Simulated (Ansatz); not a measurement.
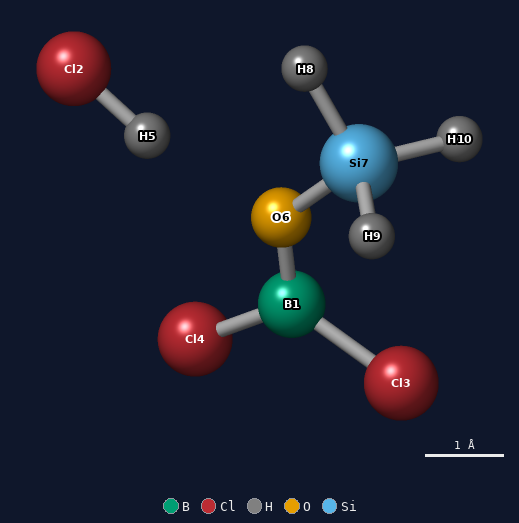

Fig. 1: The structure (ball-and-stick view, seen at a tilt; atoms are numbered from 1 in the order of the input). Bond lengths as drawn: B–Cl 1.75 to 1.76 Å, B–O 1.34 Å, Cl–H 1.29 Å, H–Si 1.48 Å and O–Si 1.68 Å.

## BSiH4Cl3O: single-point calculation

The run: single-point calculation of BSiH4Cl3O. Method and program: RKS PBE0-D4/def2-TZVPP (Ansatz 0.2.0).

The geometry is the product side of a reaction. The reaction was set up to form B1–O6 and Cl2–H5 and to break B1–Cl2 and H5–O6 (atoms counted from 1 in the order of the input); sticks are drawn by distance alone. The geometry comes from this level: PBE0-D4/def2-TZVP.

**What the program printed**
```
Functional definition: PBE0
  name "PBE0"
  cite "Adamo & Barone, J. Chem. Phys. 110, 6158 (1999) doi:10.1063/1.478522"
  cite "Perdew, Burke & Ernzerhof, Phys. Rev. Lett. 77, 3865 (1996) doi:10.1103/PhysRevLett.77.3865"
  parent pbe
  parameter a = 0.25
  parameter kappa = 0.804
  parameter beta = 0.06672455060314922
  exchange = (1 - a)*pbe_x(kappa = kappa, mu = beta*pi^2/3) + a*exact_x
  correlation = pbe_c(beta = beta)
1822 factors; their error is unknown
mean field evaluation 1: about -48218.5183 eV, gradient 5.0e1 eV
mean field evaluation 2: about -48210.0052 eV, gradient 8.4e1 eV
mean field evaluation 4: about -48222.5024 eV, gradient 2.6e0 eV
mean field evaluation 8: about -48222.5137 eV, gradient 1.7e-2 eV
mean field evaluation 16: about -48222.6336 eV, gradient 5.7e-5 eV
mean field -48222.63357800 eV, -1772.1490975163 hartree, gradient 5.7e-5 eV, S^2 0.000000; 0 other end points of the search recorded, 0 dependent functions left out
reference -48222.63361444 eV, -1772.1490988556 hartree; 41, 41 occupied and 245, 245 virtual orbitals, 1822 factors
Total energy: -48222.89243906 eV, -1772.1586104849 hartree
```

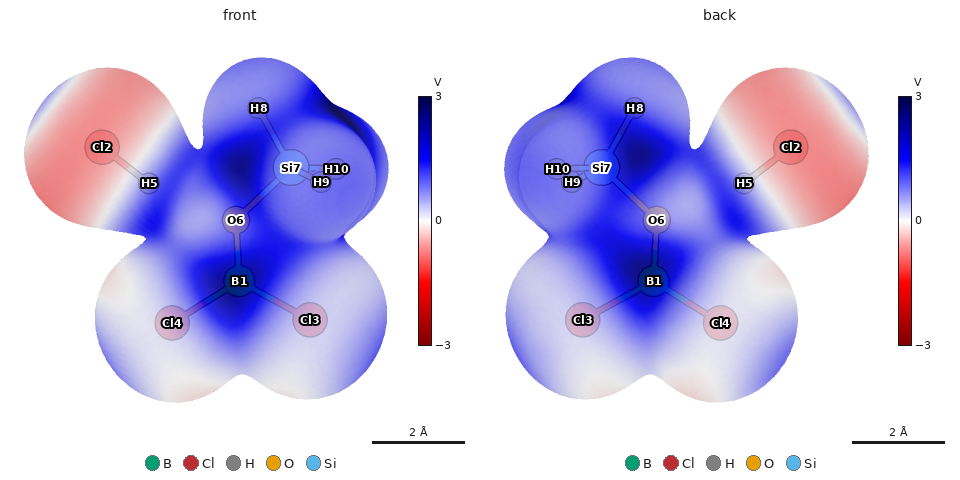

Fig. 2: The electrostatic potential painted on the density surface at 0.004 e/bohr³, seen face on and from behind; red is negative and blue positive.

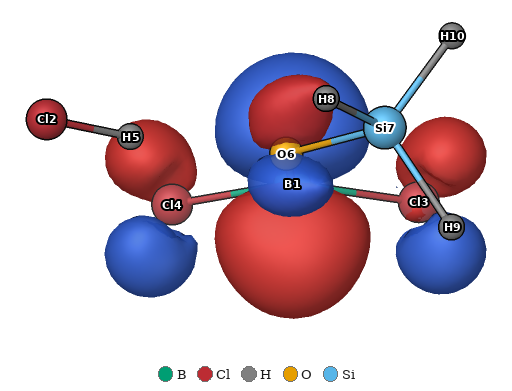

Fig. 3: One frontier orbital at ±0.15 Å⁻³ᐟ² (blue and red are the two phases), seen from the side. The LUMO, at −0.91 eV. Its weight (Hirshfeld) is mainly on B1 (45 %), Cl3 (20 %), Cl4 (20 %) and O6 (10 %).

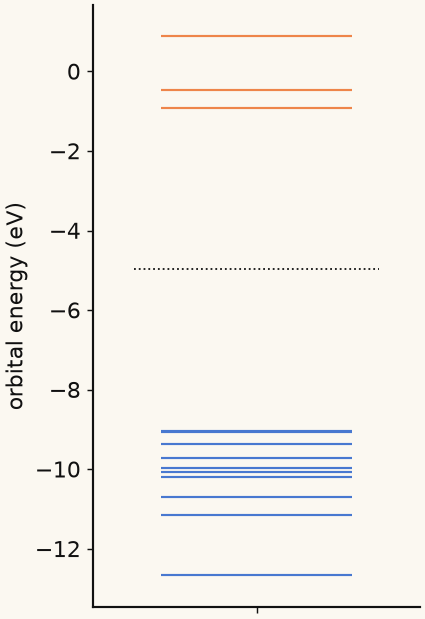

Fig. 4: Orbital energies near the frontier; the dotted line parts filled from empty levels, and levels within 0.02 eV of each other stand side by side. Highest filled −9.03 eV, lowest empty −0.91 eV, 8.12 eV apart.

This output came from the following input.

**Input file**
```yaml
crystal:
  periodic: [false, false, false]
  atoms:
    - {symbol: B, position_ang: [-1.340314, 0.686781, -0.399345]}
    - {symbol: Cl, position_ang: [-0.414591, -2.139158, 2.526975]}
    - {symbol: Cl, position_ang: [-1.255161, 1.838572, -1.725481]}
    - {symbol: Cl, position_ang: [-2.874142, 0.380747, 0.377632]}
    - {symbol: H, position_ang: [-0.554839, -1.269644, 1.588538]}
    - {symbol: O, position_ang: [-0.245536, 0.040526, 0.024238]}
    - {symbol: Si, position_ang: [1.350667, 0.110478, -0.502554]}
    - {symbol: H, position_ang: [2.079879, -0.835028, 0.366335]}
    - {symbol: H, position_ang: [1.404663, -0.306949, -1.921196]}
    - {symbol: H, position_ang: [1.849474, 1.493575, -0.335241]}
basis:
  gaussian: {orbitals: def2-TZVPP}
hamiltonian: {xc: pbe0, dispersion: d4}
output: {orbitals: {seedname: orbitals}}
```

Run as:
```bash
ansatz run in.yaml --threads 8 --pin off --events-out ev --progress --plain --max-ram 19148MiB
```

**Results in brief**

- outcome: converged
- total energy: −48222.8924 eV
- mean-field energy: −48222.6336 eV
- dispersion energy: −0.2588 eV
- SCF solution under orbital rotations: stable
- HOMO: −9.03 eV
- LUMO: −0.91 eV
- hardware: 8 threads of Arm Neoverse V2, 23 GiB of memory available, shared host
- wall time: 2.7 s (CPU time 20 s)
- peak memory: 0.97 GiB
